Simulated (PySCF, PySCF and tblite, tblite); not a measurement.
# C₆H₈B₂: a path driven as rotation about a bond, and NMR exchange

Aim: the barrier and rate of rotation about a bond in C₆H₈B₂ (`BC1=CC(=C)C=C1B`), and what it does to NMR lines.

Programs: PySCF 2.14.0 with density-fitted response routines of our own, and tblite 0.8.0. All values are computed, except where a source is named. Atoms count from 0 throughout.

## (1) The starting structure

16 atoms, charge 0, multiplicity 1; geometry from: force field or distance geometry start.

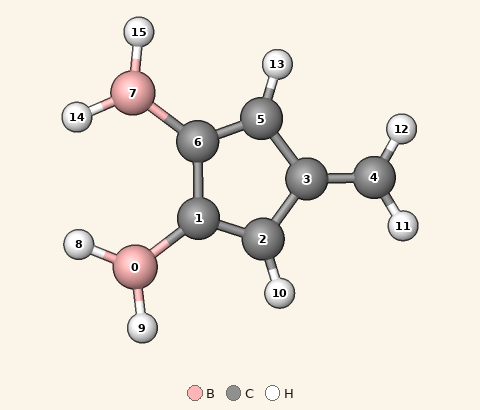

The starting geometry (boron pink, carbon grey, hydrogen white), atoms numbered.

## (2) GFN2-xTB relaxation, start minimum

The job: settings as JSON, then the geometry in Å.

```
{"job": {"xc": "GFN2-xTB", "basis": "xTB", "kind": "relax"}, "charge": 0, "multiplicity": 1}
B     -2.657600    -0.979600     0.316700
C     -1.125500    -1.210400     0.197000
C     -0.420500    -1.094300    -0.917100
C      0.960200    -1.384400    -0.623300
C      1.976900    -1.382800    -1.462500
C      1.022300    -1.707800     0.801900
C     -0.202500    -1.600000     1.289200
B     -0.568400    -1.856900     2.798200
H     -3.218400    -1.106700     1.351700
H     -3.292300    -0.667700    -0.633600
H     -0.835600    -0.817000    -1.889300
H      1.813200    -1.134100    -2.509000
H      2.973600    -1.621100    -1.125100
H      1.918500    -1.978200     1.362000
H     -1.692600    -1.743800     3.168800
H      0.261200    -2.168300     3.579800
```

Command:

```
> OMP_NUM_THREADS=1 python ens_run.py task.json out
```

The driver reads the study from task.json and runs its stages one after another.

Standard output:

```text
step      E/eV     max force
  0    -525.08029    2.907
  1    -525.17855    1.827
  2    -525.22826    0.474
  3    -525.24289    0.286
  4    -525.25386    0.264
  5    -525.26099    0.204
  6    -525.26483    0.146
  7    -525.26680    0.107
  8    -525.26783    0.100
  9    -525.26842    0.060
 10    -525.26882    0.051
 11    -525.26909    0.039
 12    -525.26925    0.032
 13    -525.26937    0.028
 14    -525.26949    0.027
 15    -525.26959    0.029
 16    -525.26967    0.025
 17    -525.26976    0.028
 18    -525.26988    0.036
 19    -525.27008    0.046
 20    -525.27029    0.037
 21    -525.27041    0.022
 22    -525.27045    0.017
 23    -525.27047    0.016
 24    -525.27049    0.013
 25    -525.27051    0.011
 26    -525.27053    0.008
 27    -525.27053    0.006
 28    -525.27054    0.005
 29    -525.27054    0.002
 30    -525.21680    0.896
 31    -525.25382    0.452
 32    -525.26454    0.228
 33    -525.26881    0.178
 34    -525.27014    0.085
 35    -525.27070    0.049
 36    -525.27088    0.031
 37    -525.27098    0.021
 38    -525.27103    0.017
 39    -525.27108    0.018
 40    -525.27113    0.020
 41    -525.27116    0.013
 42    -525.27118    0.011
 43    -525.27120    0.010
 44    -525.27121    0.013
 45    -525.27124    0.014
 46    -525.27126    0.014
 47    -525.27128    0.011
 48    -525.27129    0.010
 49    -525.27131    0.014
 50    -525.27134    0.014
 51    -525.27136    0.011
 52    -525.27137    0.006
 53    -525.27138    0.005
 54    -525.27138    0.004
 55    -525.27138    0.002
```

It took 0.1 s on 1 thread of INTEL XEON PLATINUM 8581C at 2.30GHz, shared host.

Gain 0.191 eV; displacement 0.13 Å root mean square.

## (3) Relaxed scan, rotation

The job: settings as JSON, then the geometry in Å.

```
{"job": {"xc": "GFN2-xTB", "basis": "xTB", "coordinate": [["t", [8, 0, 1, 2], 0.25], ["t", [8, 0, 1, 6], 0.25], ["t", [9, 0, 1, 2], 0.25], ["t", [9, 0, 1, 6], 0.25]], "kind": "drive"}, "charge": 0, "multiplicity": 1}
B     -2.688745    -1.013566     0.318138
C     -1.166369    -1.198814     0.236108
C     -0.424925    -1.069479    -0.897324
C      0.967943    -1.392250    -0.620482
C      1.992125    -1.382327    -1.481709
C      1.004752    -1.727698     0.796137
C     -0.240813    -1.617533     1.332393
B     -0.580133    -1.818903     2.816562
H     -3.296243    -1.375370     1.247938
H     -3.248312    -0.523760    -0.586384
H     -0.785091    -0.789502    -1.871039
H      1.855324    -1.120909    -2.518342
H      2.993073    -1.635406    -1.172248
H      1.904719    -2.002387     1.316619
H     -1.603685    -1.471222     3.259223
H      0.220975    -2.305595     3.518419
```

Standard output:

```text
point  coordinate     E/eV
  0     93.100     -525.26734
  1    108.100     -525.26378
  2    123.000     -525.25323
  3    138.000     -525.24064
  4    153.000     -525.21944
  5    168.100     -525.20153
  6    183.200     -525.19726
  7    198.300     -525.20754
  8    213.400     -525.22776
  9    228.300     -525.24982
 10    243.200     -525.26468
 11    258.200     -525.26939
```

Wall time 1.6 s (1 thread of INTEL XEON PLATINUM 8581C at 2.30GHz, shared host).

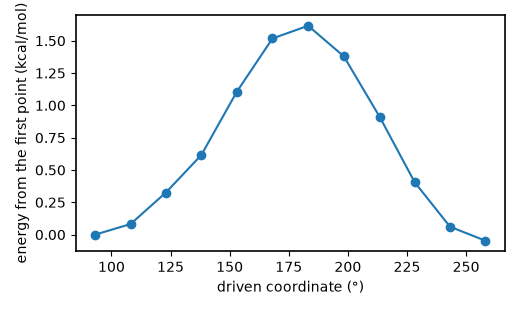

Energy along the scan.

## (4) Nudged elastic band, leg 1

The job, as its differences from that of step 3:

```diff
@@ -1,2 +1,2 @@
-{"job": {"xc": "GFN2-xTB", "basis": "xTB", "coordinate": [["t", [8, 0, 1, 2], 0.25], ["t", [8, 0, 1, 6], 0.25], ["t", [9, 0, 1, 2], 0.25], ["t", [9, 0, 1, 6], 0.25]], "kind": "drive"}, "charge": 0, "multiplicity": 1}
+{"job": {"xc": "GFN2-xTB", "basis": "xTB", "kind": "neb"}, "charge": 0, "multiplicity": 1}
 B     -2.688745    -1.013566     0.318138
```

Standard output:

```text
image   E - E0 / eV
  0       0.0000
  1       0.0089
  2       0.0338
  3       0.0710
  4       0.0609
  5       0.0163
  6       0.0000
```

Run time: 0.85 s. Hardware: 1 thread of INTEL XEON PLATINUM 8581C at 2.30GHz, shared host.

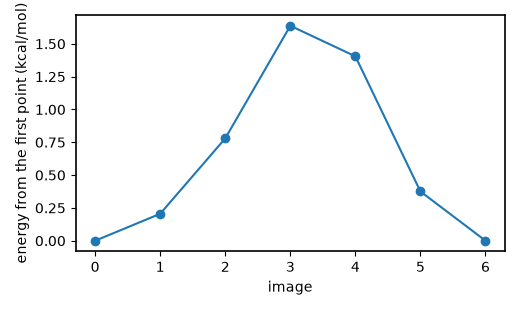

Energy along the band.

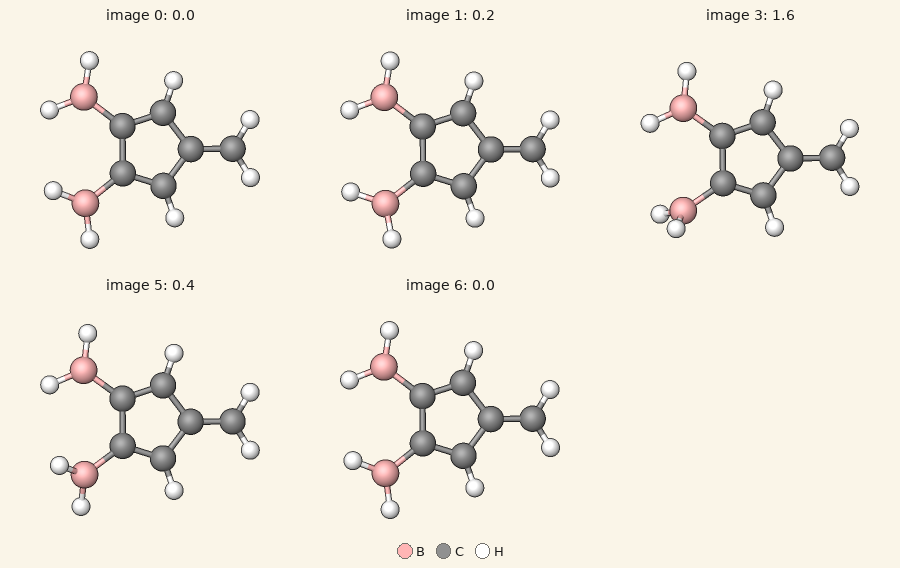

Images along the band, with energies in kcal/mol.

## (5) Saddle search, leg 1

The job: settings as JSON, then the geometry in Å.

```
{"job": {"xc": "GFN2-xTB", "basis": "xTB", "kind": "saddle"}, "charge": 0, "multiplicity": 1}
B     -2.462845     0.460434     0.045318
C     -0.960505     0.193202    -0.159010
C     -0.210494     0.362723    -1.269091
C      1.181085     0.037566    -0.984570
C      2.221379     0.094717    -1.824172
C      1.200349    -0.358175     0.416401
C     -0.053533    -0.268220     0.938775
B     -0.465519    -0.577132     2.381923
H     -2.803400     1.445606     0.577060
H     -3.269684    -0.290226    -0.349358
H     -0.550838     0.716123    -2.225496
H      2.099198     0.408636    -2.847487
H      3.217592    -0.170232    -1.511533
H      2.088017    -0.670174     0.936868
H     -1.582945    -0.484066     2.719659
H      0.352143    -0.900780     3.154712
```

Standard output:

```text
step      E/eV     max force
  0    -525.20036   0.0512
  1    -525.19981   0.0785
  2    -525.19740   0.1942
  3    -525.19960   0.0524
  4    -525.19853   0.0674
  5    -525.19774   0.0785
  6    -525.19779   0.0428
  7    -525.19780   0.0087
  8    -525.19781   0.0000
lowest wavenumbers (cm-1): -171.1 121.2 150.6 172.7 190.3 238.0
```

It took 2.3 s on 1 thread of INTEL XEON PLATINUM 8581C at 2.30GHz, shared host.

Point group Cs; 1 imaginary mode, 171i cm⁻¹, carried by H8, H9. Steps downhill from it reached both ends.

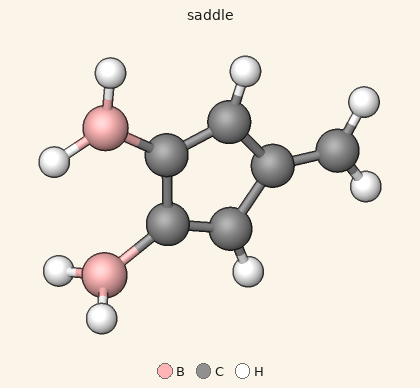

The saddle point.

## (6) Shieldings, start: revPBE/pcSseg-1

The job: settings as JSON, then the geometry in Å.

```
{"job": {"kind": "nmr", "xc": "revPBE", "basis": "pcSseg-1", "pop": false}, "charge": 0, "multiplicity": 1}
B     -2.688745    -1.013566     0.318138
C     -1.166369    -1.198814     0.236108
C     -0.424925    -1.069479    -0.897324
C      0.967943    -1.392250    -0.620482
C      1.992125    -1.382327    -1.481709
C      1.004752    -1.727698     0.796137
C     -0.240813    -1.617533     1.332393
B     -0.580133    -1.818903     2.816562
H     -3.296243    -1.375370     1.247938
H     -3.248312    -0.523760    -0.586384
H     -0.785091    -0.789502    -1.871039
H      1.855324    -1.120909    -2.518342
H      2.993073    -1.635406    -1.172248
H      1.904719    -2.002387     1.316619
H     -1.603685    -1.471222     3.259223
H      0.220975    -2.305595     3.518419
```

Standard output:

```text
coarse grid: 13648 points
cycle   1  E = -282.8119608710  dE =  7.884e-01  |g| = 4.876e-01  |ddm| = 3.898e+00
cycle   2  E = -282.5299817769  dE =  2.820e-01  |g| = 1.025e+00  |ddm| = 1.838e+00
cycle   3  E = -282.8444405909  dE = -3.145e-01  |g| = 4.022e-01  |ddm| = 1.558e+00
cycle   4  E = -282.8942943253  dE = -4.985e-02  |g| = 6.042e-02  |ddm| = 3.956e-01
cycle   5  E = -282.8946562714  dE = -3.619e-04  |g| = 5.124e-02  |ddm| = 1.339e-01
cycle   6  E = -282.8953924917  dE = -7.362e-04  |g| = 2.107e-02  |ddm| = 6.334e-02
cycle   7  E = -282.8955066246  dE = -1.141e-04  |g| = 4.931e-03  |ddm| = 1.988e-02
cycle   8  E = -282.8955148845  dE = -8.260e-06  |g| = 5.918e-04  |ddm| = 5.616e-03
final grid: 132640 points
cycle   9  E = -282.9464162240  dE = -6.951e-05  |g| = 1.126e-02  |ddm| = 6.995e-02
cycle  10  E = -282.9463767451  dE =  3.948e-05  |g| = 1.605e-02  |ddm| = 3.507e-02
cycle  11  E = -282.9464475128  dE = -7.077e-05  |g| = 5.182e-03  |ddm| = 2.313e-02
cycle  12  E = -282.9464552568  dE = -7.744e-06  |g| = 1.371e-03  |ddm| = 5.731e-03
cycle  13  E = -282.9464557194  dE = -4.626e-07  |g| = 3.824e-04  |ddm| = 1.380e-03
cycle  14  E = -282.9464557430  dE = -2.358e-08  |g| = 2.290e-04  |ddm| = 5.016e-04
cycle  15  E = -282.9464557619  dE = -1.890e-08  |g| = 2.443e-05  |ddm| = 2.792e-04
cycle  16  E = -282.9464557621  dE = -2.121e-10  |g| = 1.121e-05  |ddm| = 3.738e-05
converged SCF energy = -282.9464557621

GIAO shielding tensors (ppm)
atom      isotropic    diamagn.    paramagn.     s11        s22        s33       span
  0 B       28.161     193.662    -165.501    -27.741    -15.332    127.556    155.297
  1 C       18.963     250.508    -231.545    -81.391     -5.283    143.564    224.955
  2 C       29.500     251.264    -221.763    -58.909     25.909    121.501    180.411
  3 C       23.705     260.081    -236.376    -67.135      4.703    133.546    200.681
  4 C       41.575     250.413    -208.838    -50.056     16.637    158.145    208.201
  5 C       29.529     249.982    -220.453    -58.922     25.957    121.553    180.475
  6 C       18.890     250.114    -231.224    -81.463     -5.355    143.488    224.951
  7 B       28.162     192.974    -164.812    -27.713    -15.336    127.535    155.248
  8 H       24.173      30.846      -6.673     18.729     26.329     27.462      8.733
  9 H       24.473      30.530      -6.057     18.334     27.041     28.045      9.711
 10 H       24.574      34.808     -10.234     22.341     24.392     26.988      4.648
 11 H       24.953      30.533      -5.580     22.515     24.209     28.137      5.622
 12 H       24.952      29.316      -4.364     22.515     24.210     28.131      5.617
 13 H       24.573      33.586      -9.014     22.339     24.391     26.988      4.649
 14 H       24.174      30.757      -6.583     18.730     26.331     27.461      8.731
 15 H       24.474      29.253      -4.779     18.334     27.037     28.049      9.715
```

Wall time 25 s (1 thread of INTEL XEON PLATINUM 8581C at 2.30GHz, shared host); peak memory 0.66 GiB.

This run: HOMO -6.07 eV, LUMO -3.86 eV; dipole 3.84 D.

## (7) Shieldings, saddle of leg 1: revPBE/pcSseg-1

The job: settings as JSON, then the geometry in Å.

```
{"job": {"kind": "nmr", "xc": "revPBE", "basis": "pcSseg-1", "pop": false}, "charge": 0, "multiplicity": 1}
B     -2.455152     0.458503     0.081077
C     -0.950856     0.235556    -0.168690
C     -0.197383     0.407673    -1.274278
C      1.188279     0.053802    -0.991843
C      2.233024     0.090132    -1.826282
C      1.200447    -0.353259     0.406274
C     -0.054490    -0.256878     0.924390
B     -0.491028    -0.585092     2.354737
H     -2.842243     1.498173     0.454098
H     -3.216709    -0.412433    -0.096214
H     -0.534774     0.752000    -2.235263
H      2.126621     0.407451    -2.850567
H      3.221413    -0.196462    -1.506647
H      2.082767    -0.677466     0.928013
H     -1.611005    -0.457149     2.672590
H      0.301089    -0.964549     3.128605
```

Standard output:

```text
coarse grid: 13648 points
cycle   1  E = -282.8089435016  dE =  8.001e-01  |g| = 4.828e-01  |ddm| = 3.905e+00
cycle   2  E = -282.6457055332  dE =  1.632e-01  |g| = 8.648e-01  |ddm| = 1.628e+00
cycle   3  E = -282.8376769732  dE = -1.920e-01  |g| = 3.949e-01  |ddm| = 1.365e+00
cycle   4  E = -282.8842522159  dE = -4.658e-02  |g| = 8.095e-02  |ddm| = 4.043e-01
cycle   5  E = -282.8857136897  dE = -1.461e-03  |g| = 4.825e-02  |ddm| = 1.405e-01
cycle   6  E = -282.8863278966  dE = -6.142e-04  |g| = 1.604e-02  |ddm| = 5.788e-02
cycle   7  E = -282.8863982093  dE = -7.031e-05  |g| = 4.976e-03  |ddm| = 2.029e-02
cycle   8  E = -282.8864042633  dE = -6.054e-06  |g| = 3.016e-03  |ddm| = 6.835e-03
final grid: 132640 points
cycle   9  E = -282.9369473996  dE = -5.476e-05  |g| = 1.279e-02  |ddm| = 7.089e-02
cycle  10  E = -282.9368129734  dE =  1.344e-04  |g| = 2.523e-02  |ddm| = 3.638e-02
cycle  11  E = -282.9369779776  dE = -1.650e-04  |g| = 7.663e-03  |ddm| = 2.623e-02
cycle  12  E = -282.9369952127  dE = -1.724e-05  |g| = 1.536e-03  |ddm| = 9.360e-03
cycle  13  E = -282.9369957454  dE = -5.327e-07  |g| = 6.268e-04  |ddm| = 1.781e-03
cycle  14  E = -282.9369958540  dE = -1.086e-07  |g| = 1.931e-04  |ddm| = 7.867e-04
cycle  15  E = -282.9369958671  dE = -1.302e-08  |g| = 6.694e-05  |ddm| = 2.729e-04
cycle  16  E = -282.9369958683  dE = -1.235e-09  |g| = 1.708e-05  |ddm| = 7.490e-05
cycle  17  E = -282.9369958684  dE = -8.185e-11  |g| = 4.318e-06  |ddm| = 2.127e-05
converged SCF energy = -282.9369958684

GIAO shielding tensors (ppm)
atom      isotropic    diamagn.    paramagn.     s11        s22        s33       span
  0 B        8.267     195.187    -186.920    -67.531    -36.981    129.313    196.844
  1 C       13.399     253.634    -240.235    -76.205      6.386    110.016    186.220
  2 C       64.444     249.346    -184.902    -11.754     66.791    138.297    150.051
  3 C       22.829     260.230    -237.401    -66.575      7.961    127.100    193.675
  4 C       50.555     249.231    -198.676    -37.606     30.490    158.781    196.386
  5 C       26.922     250.706    -223.784    -61.595     19.645    122.716    184.311
  6 C       23.346     250.640    -227.294    -75.415      6.446    139.008    214.423
  7 B       31.197     194.068    -162.871    -16.648    -12.305    122.544    139.192
  8 H       22.783      29.906      -7.123     14.495     25.752     28.100     13.605
  9 H       22.782      29.907      -7.125     14.495     25.750     28.101     13.606
 10 H       26.031      33.877      -7.846     25.097     25.117     27.880      2.783
 11 H       25.456      29.621      -4.165     23.306     24.509     28.552      5.246
 12 H       25.402      29.664      -4.262     23.085     24.642     28.478      5.393
 13 H       24.620      34.270      -9.650     22.186     25.043     26.630      4.444
 14 H       25.253      30.570      -5.317     19.703     27.511     28.546      8.843
 15 H       24.901      30.125      -5.225     19.379     27.509     27.814      8.434
```

Wall time 31 s (1 thread of INTEL XEON PLATINUM 8581C at 2.30GHz, shared host); peak memory 0.73 GiB.

Key values: HOMO -5.59 eV, LUMO -3.52 eV; dipole 2.58 D.

The fields below are evaluated on a grid from the run's orbitals.

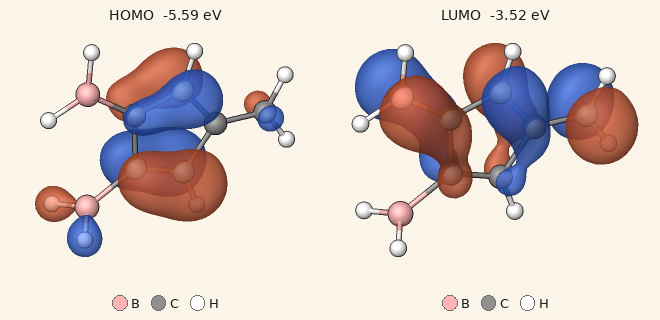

Frontier orbitals at revPBE/pcSseg-1; each surface holds 70 % of the orbital's density, blue and red mark the sign.

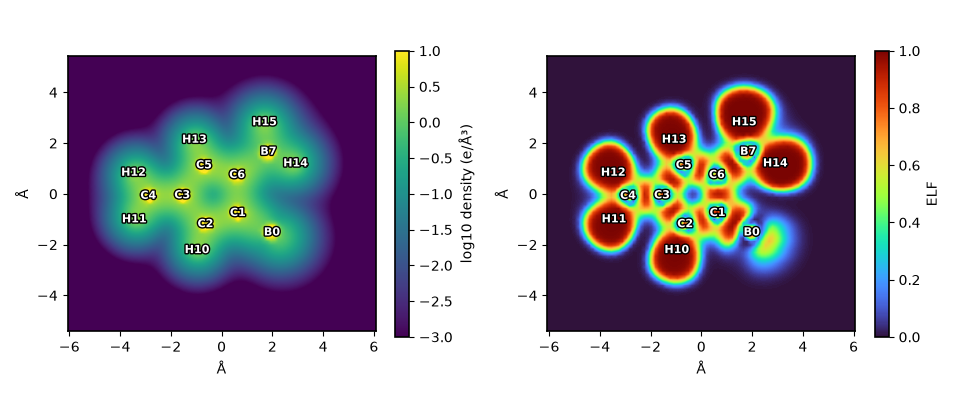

Density (left) and ELF (right) in a plane through or near 14 of the atoms.

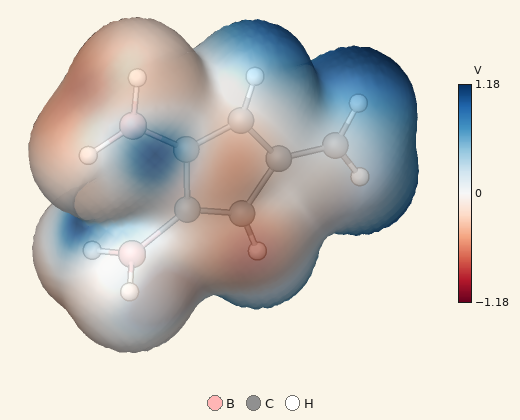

The potential that a unit positive charge feels on the 0.002 e/bohr³ surface, from the 1st to the 99th percentile, from -0.58 V near C2 to 1.18 V near B0.

## (8) Kinetics and line shapes

The job: settings as JSON, then the geometry in Å.

```
{"job": {"smiles": "BC1=CC(=C)C=C1B", "charge": 0, "mult": 1, "motion": "rotation", "what": "aryl or vinyl borane", "atoms": [0, 1], "drives": [{"terms": [["t", [8, 0, 1, 2], 0.25], ["t", [8, 0, 1, 6], 0.25], ["t", [9, 0, 1, 2], 0.25], ["t", [9, 0, 1, 6], 0.25]], "by": 180, "n": 12}], "study": "path", "level": {"kind": "nmr", "xc": "revPBE", "basis": "pcSseg-1"}, "fields": [90, 100, 270], "first": 5, "seed": 491, "kind": "path"}, "charge": 0, "multiplicity": 1}
B     -2.688745    -1.013566     0.318138
C     -1.166369    -1.198814     0.236108
C     -0.424925    -1.069479    -0.897324
C      0.967943    -1.392250    -0.620482
C      1.992125    -1.382327    -1.481709
C      1.004752    -1.727698     0.796137
C     -0.240813    -1.617533     1.332393
B     -0.580133    -1.818903     2.816562
H     -3.296243    -1.375370     1.247938
H     -3.248312    -0.523760    -0.586384
H     -0.785091    -0.789502    -1.871039
H      1.855324    -1.120909    -2.518342
H      2.993073    -1.635406    -1.172248
H      1.904719    -2.002387     1.316619
H     -1.603685    -1.471222     3.259223
H      0.220975    -2.305595     3.518419
```

Standard output:

```text
stationary points (kcal/mol above the start)
  n  kind          group   xTB      DFT    lowest mode
  0  minimum      C2       0.00     0.00      78.9
  1  saddle       Cs       1.70     5.98    -171.1
  2  minimum      C2       0.00     0.00      67.4

GFN2-xTB energies: T/K, barrier G, reaction G (kcal/mol), k forward, k back (1/s)
 150.00     1.37    -0.02   6.21e+10   5.75e+10
 200.00     1.46    -0.02   2.13e+11   2.01e+11
 250.00     1.55    -0.02   4.62e+11   4.39e+11
 298.15     1.64    -0.02   7.74e+11   7.43e+11
 350.00     1.75    -0.02   1.17e+12   1.13e+12
 400.00     1.87    -0.02   1.59e+12   1.55e+12
 500.00     2.11    -0.01   2.49e+12   2.46e+12

revPBE/pcSseg-1 + D3(BJ) energies: T/K, barrier G, reaction G (kcal/mol), k forward, k back (1/s)
 150.00     5.65    -0.02   3.62e+04   3.35e+04
 200.00     5.74    -0.03    4.5e+06   4.23e+06
 250.00     5.83    -0.03   8.39e+07   7.97e+07
 298.15     5.92    -0.02   5.66e+08   5.42e+08
 350.00     6.03    -0.02   2.49e+09   2.41e+09
 400.00     6.15    -0.02    7.3e+09   7.12e+09
 500.00     6.39    -0.01   3.36e+10   3.32e+10
```

Run time: 63 s. Hardware: 1 thread of INTEL XEON PLATINUM 8581C at 2.30GHz, shared host; peak memory 0.73 GiB. This counts the whole study up to here.

Barriers by level (kcal/mol; entropies in cal/(mol K)). Zero-point and thermal terms come from xTB in every row. ΔG‡ leaves symmetry out; the rate counts equivalent paths (a factor of 2); effective ΔG‡, where given, is the barrier that would give that rate by Eyring's equation alone:

```
                   level   ΔE‡  with zero-point   ΔH‡   ΔS‡  ΔG‡ (298 K)  ΔE of reaction  k at 298 K (1/s)  effective ΔG‡
                GFN2-xTB  1.70             1.21  0.79  -2.9         1.64            0.00           7.7e+11           1.23
revPBE/pcSseg-1 + D3(BJ)  5.98             5.49  5.07  -2.9         5.92            0.00           5.7e+08           5.51
```

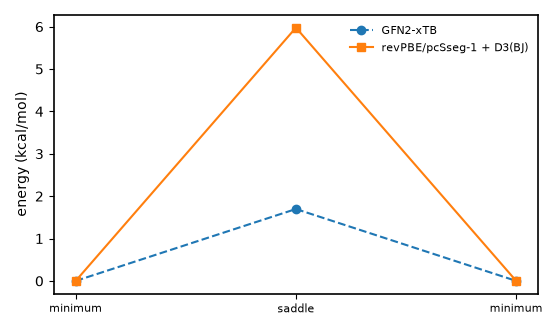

The xTB stationary points, at both levels.

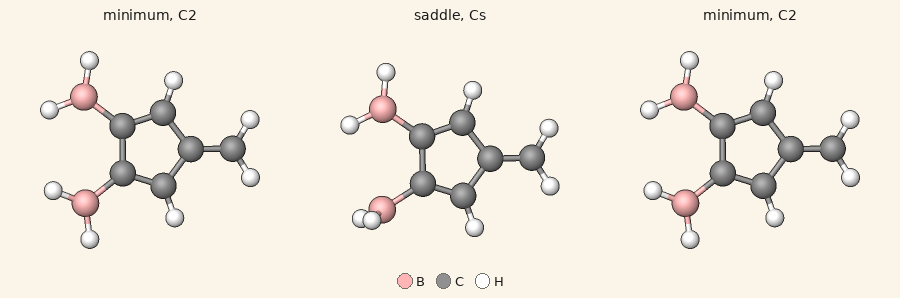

The stationary points in order.

Sites that the driver pairs across this motion, and where their lines would merge (no couplings; faster rotations or exchange between molecules can average them sooner):

| nucleus | sites: shielding (ppm) | proton frequency (MHz) | spread (Hz) | coalescence (K) | lines at 298 K |
| --- | --- | --- | --- | --- | --- |
| ¹H | H8, H14: 24.17; H9, H15: 24.47 | 90 | 27 | 116 | 1 |
| ¹H | H8, H14: 24.17; H9, H15: 24.47 | 100 | 30 | 116 | 1 |
| ¹H | H8, H14: 24.17; H9, H15: 24.47 | 270 | 81 | 121 | 1 |

## (9) Results

| quantity | value |
| --- | --- |
| barrier (revPBE/pcSseg-1 + D3(BJ)) | ΔE‡ 6.0, ΔG‡(298 K) 5.9 kcal/mol |
| barrier (GFN2-xTB) | ΔE‡ 1.7 kcal/mol |
| rate at 298 K | 5.7e+08 s⁻¹ |
| end of the path | the start, renumbered or mirrored |
| coalescence of ¹H H8 | 121 K at 270 MHz |

What this shows: The barrier is 6.0 kcal/mol at the DFT level (xTB: 1.7); with thermal terms and the count of paths the DFT value gives a rate of 5.7e+08 s⁻¹ at 298 K. An error of 1.4 kcal/mol changes that rate tenfold. The ¹H lines of H8 and its partners, 81 Hz apart at 270 MHz, merge at 121 K, so by this path alone the exchange at 298 K is fast for them; other paths were not followed.
